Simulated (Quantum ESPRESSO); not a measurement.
## BaLiF3 (Pm-3m): third-order response

Which lines does BaLiF3 (Pm-3m) show in Raman and infrared spectra?

Main program and level: Quantum ESPRESSO 8.0 development, patched; DFT LDA, scalar-relativistic, plane waves, PseudoDojo norm-conserving pseudopotentials.

## Step 1: Starting point

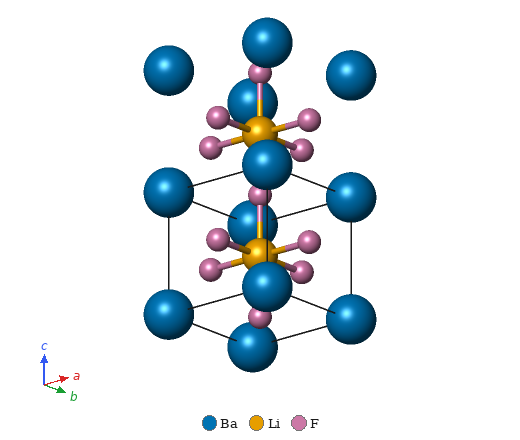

The cell as given, from a free direction (barium blue, lithium orange, fluorine pink). 1×1×2 cells are drawn. Some periodic images of atoms are drawn too.

## Step 2: A first look

A cheap run with smearing and empty bands tells whether the crystal has a gap, which decides between fixed occupations and smearing later on.

probe.in reads:

```
 &control
    calculation='scf',
    prefix='x',
    outdir='./tmp',
    pseudo_dir='./pseudo',
    tprnfor=.true.,
    tstress=.true.,
    verbosity='high',
 /
 &system
    ibrav=0,
    nat=5,
    ntyp=3,
    ecutwfc=84.0,
    occupations='smearing',
    smearing='gaussian',
    degauss=0.01,
 /
 &electrons
    conv_thr=1.0d-07,
    mixing_beta=0.7,
    electron_maxstep=100,
 /
ATOMIC_SPECIES
 Ba    137.3270  Ba.upf
 Li      6.9400  Li.upf
 F      18.9984  F.upf
CELL_PARAMETERS angstrom
     3.988581640    0.000000000    0.000000000
     0.000000000    3.988581640    0.000000000
     0.000000000    0.000000000    3.988581640
ATOMIC_POSITIONS crystal
 Ba     0.000000000   0.000000000   0.000000000
 Li     0.500000000   0.500000000   0.500000000
 F      0.000000000   0.500000000   0.500000000
 F      0.500000000   0.500000000   0.000000000
 F      0.500000000   0.000000000   0.500000000
K_POINTS automatic
 4 4 4 0 0 0
```

On the command line:

```sh
$ OMP_NUM_THREADS=1 mpirun -n 4 pw.x -nk 4 -in probe.in > probe.out
```

What it wrote:

```text
[banners, grids, parts of the stress and lines that vanish by symmetry left out]
Program PWSCF v.8.0dev
     Message from routine setup:
     using ibrav=0 with symmetry is DISCOURAGED, use correct ibrav instead
[...]
kinetic-energy cutoff     =      84.0000  Ry
     charge density cutoff     =     336.0000  Ry
     scf convergence threshold =      1.0E-07
[...]
Exchange-correlation= SLA-PW-NOGX-NOGC
                           (   1   4   0   0   0   0   0)
[...]
48 Sym. Ops., with inversion, found
[...]
(     0          1          0      )
                  (     0          0          1      )
[...]
(  0.0000000  1.0000000  0.0000000 )
                  (  0.0000000  0.0000000  1.0000000 )
[...]
(     0         -1          0      )
                  (     0          0          1      )
[...]
( -1.0000000  0.0000000  0.0000000 )
                  (  0.0000000  1.0000000  0.0000000 )
[...]
number of k points=    10  Gaussian smearing, width (Ry)=  0.0100
[...]
End of self-consistent calculation
[...]
the Fermi energy is     7.7513 ev
!    total energy              =    -218.83596538 Ry
[...]
convergence has been achieved in   7 iterations
[...]
atom    1 type  1   force =     0.00000000    0.00000000    0.00000000
     atom    2 type  2   force =     0.00000000    0.00000000    0.00000000
     atom    3 type  3   force =     0.00000000    0.00000000    0.00000000
     atom    4 type  3   force =     0.00000000    0.00000000    0.00000000
     atom    5 type  3   force =     0.00000000    0.00000000    0.00000000
[...]
Total force =     0.000000     Total SCF correction =     0.000000
[...]
total   stress  (Ry/bohr**3)                   (kbar)     P=      -57.48
[...]
XML data file, charge density, pseudopotentials, collected wavefunctions

   JOB DONE.
```

Run time: 4.7 s. Hardware: 4 MPI ranks of Arm Neoverse V2, shared host.

This step gave:

- volume per atom: 12.69 Å³
- pressure: -5.748 GPa
- gap on the k-mesh: 6.550 eV

A gap of 6.6 eV opens on this mesh, so the crystal is taken as an insulator; the start stands at -5.7 GPa.

## Step 3: Relaxation

The relaxation runs at a cutoff a fifth above that of the response, since stress converges more slowly with the basis than frequencies do. Forces and stress are brought to rest with tight thresholds.

relax.in reads:

```
 &control
    calculation='vc-relax',
    prefix='x',
    outdir='./tmp',
    pseudo_dir='./pseudo',
    tprnfor=.true.,
    tstress=.true.,
    forc_conv_thr=2.0d-05,
    etot_conv_thr=1.0d-07,
    nstep=40,
 /
 &system
    ibrav=0,
    nat=5,
    ntyp=3,
    ecutwfc=101,
    occupations='fixed',
    nbnd=19,
 /
 &electrons
    conv_thr=1.0d-11,
    mixing_beta=0.7,
    electron_maxstep=100,
 /
 &ions
 /
 &cell
    press_conv_thr=0.2,
 /
ATOMIC_SPECIES
 Ba    137.3270  Ba.upf
 Li      6.9400  Li.upf
 F      18.9984  F.upf
CELL_PARAMETERS angstrom
     3.988581640    0.000000000    0.000000000
     0.000000000    3.988581640    0.000000000
     0.000000000    0.000000000    3.988581640
ATOMIC_POSITIONS crystal
 Ba     0.000000000   0.000000000   0.000000000
 Li     0.500000000   0.500000000   0.500000000
 F      0.000000000   0.500000000   0.500000000
 F      0.500000000   0.500000000   0.000000000
 F      0.500000000   0.000000000   0.500000000
K_POINTS automatic
 6 6 6 0 0 0
```

On the command line:

```sh
$ OMP_NUM_THREADS=1 mpirun -n 4 pw.x -nk 4 -in relax.in > relax.out
```

What it wrote:

```text
[banners, grids, parts of the stress and lines that vanish by symmetry left out]
[banner, memory and clock lines left out]
Program PWSCF v.8.0dev

[...]
kinetic-energy cutoff     =     101.0000  Ry
     charge density cutoff     =     404.0000  Ry
     scf convergence threshold =      1.0E-11
[...]
energy convergence thresh.=      1.0E-07
     force convergence thresh. =      2.0E-05
     press convergence thresh. =      2.0E-01
     Exchange-correlation= SLA-PW-NOGX-NOGC
                           (   1   4   0   0   0   0   0)
[...]
48 Sym. Ops., with inversion, found
[...]
number of k points=    20
[...]
End of self-consistent calculation
[...]
highest occupied, lowest unoccupied level (ev):     4.5474   11.0980
!    total energy              =    -218.83604123 Ry
[...]
convergence has been achieved in  12 iterations
[...]
atom    1 type  1   force =     0.00000000    0.00000000    0.00000000
     atom    2 type  2   force =     0.00000000    0.00000000    0.00000000
     atom    3 type  3   force =     0.00000000    0.00000000    0.00000000
     atom    4 type  3   force =     0.00000000    0.00000000    0.00000000
     atom    5 type  3   force =     0.00000000    0.00000000    0.00000000
     Total force =     0.000000     Total SCF correction =     0.000000
[...]
total   stress  (Ry/bohr**3)                   (kbar)     P=      -57.22
[...]
number of bfgs steps    =   0
[...]
CELL_PARAMETERS (angstrom)
[...]
ATOMIC_POSITIONS (crystal)
Ba               0.0000000000        0.0000000000        0.0000000000
Li               0.5000000000        0.5000000000        0.5000000000
F                0.0000000000        0.5000000000        0.5000000000
F                0.5000000000        0.5000000000        0.0000000000
[...]
New effective cutoffs (rho, wfc):  411.71  102.95
[...]
End of self-consistent calculation
[...]
highest occupied, lowest unoccupied level (ev):     4.8826   11.4760
!    total energy              =    -218.84001970 Ry
[...]
convergence has been achieved in   7 iterations
[...]
atom    1 type  1   force =     0.00000000    0.00000000    0.00000000
     atom    2 type  2   force =     0.00000000    0.00000000    0.00000000
     atom    3 type  3   force =     0.00000000    0.00000000    0.00000000
     atom    4 type  3   force =     0.00000000    0.00000000    0.00000000
     atom    5 type  3   force =     0.00000000    0.00000000    0.00000000
     Total force =     0.000000     Total SCF correction =     0.000000
[...]
total   stress  (Ry/bohr**3)                   (kbar)     P=      -36.78
[...]
number of bfgs steps    =   1
[...]
CELL_PARAMETERS (angstrom)
[...]
ATOMIC_POSITIONS (crystal)
[...]
New effective cutoffs (rho, wfc):  424.11  106.05
[...]
End of self-consistent calculation
[...]
highest occupied, lowest unoccupied level (ev):     5.4181   12.0691
!    total energy              =    -218.84234852 Ry
[...]
convergence has been achieved in   9 iterations
[...]
atom    1 type  1   force =     0.00000000    0.00000000    0.00000000
     atom    2 type  2   force =     0.00000000    0.00000000    0.00000000
     atom    3 type  3   force =     0.00000000    0.00000000    0.00000000
     atom    4 type  3   force =     0.00000000    0.00000000    0.00000000
[...]
Total force =     0.000000     Total SCF correction =     0.000000
[...]
total   stress  (Ry/bohr**3)                   (kbar)     P=        0.57
[...]
number of bfgs steps    =   2
[...]
CELL_PARAMETERS (angstrom)
[...]
ATOMIC_POSITIONS (crystal)
[...]
New effective cutoffs (rho, wfc):  423.92  106.00
[...]
End of self-consistent calculation
[...]
highest occupied, lowest unoccupied level (ev):     5.4099   12.0601
!    total energy              =    -218.84234898 Ry
[...]
convergence has been achieved in   5 iterations
[...]
Total force =     0.000000     Total SCF correction =     0.000000
[...]
total   stress  (Ry/bohr**3)                   (kbar)     P=       -0.05
[...]
number of bfgs steps    =   3
[...]
small trust_radius: resetting bfgs history
[...]
CELL_PARAMETERS (angstrom)
[...]
ATOMIC_POSITIONS (crystal)
[...]
New effective cutoffs (rho, wfc):  423.93  106.00
[...]
End of self-consistent calculation
[...]
highest occupied, lowest unoccupied level (ev):     5.4102   12.0604
!    total energy              =    -218.84234899 Ry
[...]
convergence has been achieved in   4 iterations
[...]
atom    3 type  3   force =     0.00000000    0.00000000    0.00000000
     atom    4 type  3   force =     0.00000000    0.00000000    0.00000000
     atom    5 type  3   force =     0.00000000    0.00000000    0.00000000
     Total force =     0.000000     Total SCF correction =     0.000000
[...]
total   stress  (Ry/bohr**3)                   (kbar)     P=       -0.03
[...]
bfgs converged in   5 scf cycles and   4 bfgs steps
[...]
End of BFGS Geometry Optimization
     Final enthalpy           =    -218.8423489867 Ry
     File ./tmp/x.bfgs deleted, as requested
[...]
CELL_PARAMETERS (angstrom)
[...]
ATOMIC_POSITIONS (crystal)
[...]
F                0.5000000000        0.5000000000        0.0000000000
F                0.5000000000        0.0000000000        0.5000000000
[...]
Final scf calculation at the relaxed structure.
[...]
kinetic-energy cutoff     =     101.0000  Ry
     charge density cutoff     =     404.0000  Ry
     scf convergence threshold =      1.0E-13
[...]
press convergence thresh. =      2.0E-01
     Exchange-correlation= SLA-PW-NOGX-NOGC
                           (   1   4   0   0   0   0   0)
[...]
48 Sym. Ops., with inversion, found
[...]
number of k points=    20
[...]
End of self-consistent calculation
[...]
highest occupied, lowest unoccupied level (ev):     5.4102   12.0605
!    total energy              =    -218.84233525 Ry
[...]
convergence has been achieved in  13 iterations
[...]
atom    1 type  1   force =     0.00000000    0.00000000    0.00000000
     atom    2 type  2   force =     0.00000000    0.00000000    0.00000000
     atom    3 type  3   force =     0.00000000    0.00000000    0.00000000
     atom    4 type  3   force =     0.00000000    0.00000000    0.00000000
     atom    5 type  3   force =     0.00000000    0.00000000    0.00000000
     Total force =     0.000000     Total SCF correction =     0.000000
[...]
total   stress  (Ry/bohr**3)                   (kbar)     P=       -0.09
[...]
XML data file, charge density, pseudopotentials, collected wavefunctions
```

It took 54 s on 4 MPI ranks.

Relaxation path:

```tsv
step	energy less that of the first step (eV)	largest force (eV/Å)	pressure (GPa)	volume (Å³)
1	0.0000	0.0000	-5.72	63.45
2	-0.0541	0.0000	-3.68	61.62
3	-0.0858	0.0000	0.06	58.94
4	-0.0858	0.0000	-0.01	58.98
5	-0.0858	0.0000	0.00	58.97
6	-0.0856	0.0000	-0.01	58.97
```

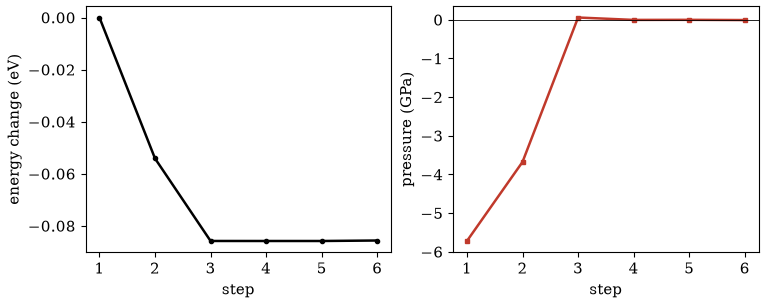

Energy and pressure along the relaxation.

```tsv
conventional cell, symmetrised	before	after	change
a (Å)	3.989	3.892	-2.4 %
b (Å)	3.989	3.892	-2.4 %
c (Å)	3.989	3.892	-2.4 %
volume (Å³/atom)	12.69	11.79	-7.1 %
```

The relaxed structure:

```cif
data_structure
_symmetry_space_group_name_H-M 'P 1'
_symmetry_Int_Tables_number 1
_cell_length_a 3.8924
_cell_length_b 3.8924
_cell_length_c 3.8924
_cell_angle_alpha 90.000
_cell_angle_beta 90.000
_cell_angle_gamma 90.000
_cell_volume 58.97
loop_
_atom_site_label
_atom_site_type_symbol
_atom_site_fract_x
_atom_site_fract_y
_atom_site_fract_z
_atom_site_occupancy
Ba1 Ba 0.00000 0.00000 0.00000 1
Li2 Li 0.50000 0.50000 0.50000 1
F3 F 0.00000 0.50000 0.50000 1
F4 F 0.50000 0.50000 0.00000 1
F5 F 0.50000 0.00000 0.50000 1
```

The last row of the table of steps is pw.x's closing run on a basis chosen anew for the final cell, so its energy can jump.

This step gave:

| Quantity | Value |
| --- | --- |
| volume per atom | 11.79 Å³ |
| pressure | -0.009 GPa |
| gap on the k-mesh | 6.650 eV |

The volume changes by -7.1 % from the cell with which this run began.

## Step 4: Self-consistent run for the response

Perturbation theory inherits every error of the wavefunctions, so the threshold is set near the limit of the arithmetic. With a gap, occupations are fixed, which also allows the response to an electric field.

scf.in reads:

```
 &control
    calculation='scf',
    prefix='x',
    outdir='./tmp',
    pseudo_dir='./pseudo',
    tprnfor=.true.,
    tstress=.true.,
 /
 &system
    ibrav=0,
    nat=5,
    ntyp=3,
    ecutwfc=84.0,
    occupations='fixed',
    nbnd=19,
 /
 &electrons
    conv_thr=1.0d-12,
    mixing_beta=0.7,
    electron_maxstep=100,
 /
ATOMIC_SPECIES
 Ba    137.3270  Ba.upf
 Li      6.9400  Li.upf
 F      18.9984  F.upf
CELL_PARAMETERS angstrom
     3.892440489    0.000000000    0.000000000
     0.000000000    3.892440489    0.000000000
     0.000000000    0.000000000    3.892440489
ATOMIC_POSITIONS crystal
 Ba     0.000000000   0.000000000   0.000000000
 Li     0.500000000   0.500000000   0.500000000
 F      0.000000000   0.500000000   0.500000000
 F      0.500000000   0.500000000   0.000000000
 F      0.500000000   0.000000000   0.500000000
K_POINTS automatic
 8 8 8 0 0 0
```

On the command line:

```sh
$ OMP_NUM_THREADS=1 mpirun -n 4 pw.x -nk 4 -in scf.in > scf.out
```

What it wrote:

```text
[banners, grids, parts of the stress and lines that vanish by symmetry left out]
[banner, memory and clock lines left out]
Program PWSCF v.8.0dev

[...]
kinetic-energy cutoff     =      84.0000  Ry
     charge density cutoff     =     336.0000  Ry
     scf convergence threshold =      1.0E-12
[...]
Exchange-correlation= SLA-PW-NOGX-NOGC
                           (   1   4   0   0   0   0   0)
[...]
48 Sym. Ops., with inversion, found
[...]
number of k points=    35
[...]
End of self-consistent calculation
[...]
highest occupied, lowest unoccupied level (ev):     5.4102   12.0605
!    total energy              =    -218.84226638 Ry
[...]
convergence has been achieved in  12 iterations
[...]
atom    1 type  1   force =     0.00000000    0.00000000    0.00000000
     atom    2 type  2   force =     0.00000000    0.00000000    0.00000000
     atom    3 type  3   force =     0.00000000    0.00000000    0.00000000
     atom    4 type  3   force =     0.00000000    0.00000000    0.00000000
     atom    5 type  3   force =     0.00000000    0.00000000    0.00000000
     Total force =     0.000000     Total SCF correction =     0.000000
[...]
total   stress  (Ry/bohr**3)                   (kbar)     P=       -0.12
[...]
XML data file, charge density, pseudopotentials, collected wavefunctions
```

It took 17 s on 4 MPI ranks; 67 s of CPU time.

Numbers from this step:

```yaml
pressure: -0.01200 GPa
```

The cell stands at -0.012 GPa, close enough for phonons.

(Continued in part 2 of 2.)

[Host names and launcher messages were left out of these logs when they were recorded.]

[Logs are printed without paths, hosts, clocks, repeated set-up lines and the standing remarks that a program may print on its own settings, such as how far it seeks lower states.]

[Hosts, paths, dates, database ids (printed as entryN), source tags and the programs' standing remarks are cut or masked in the printed files.]
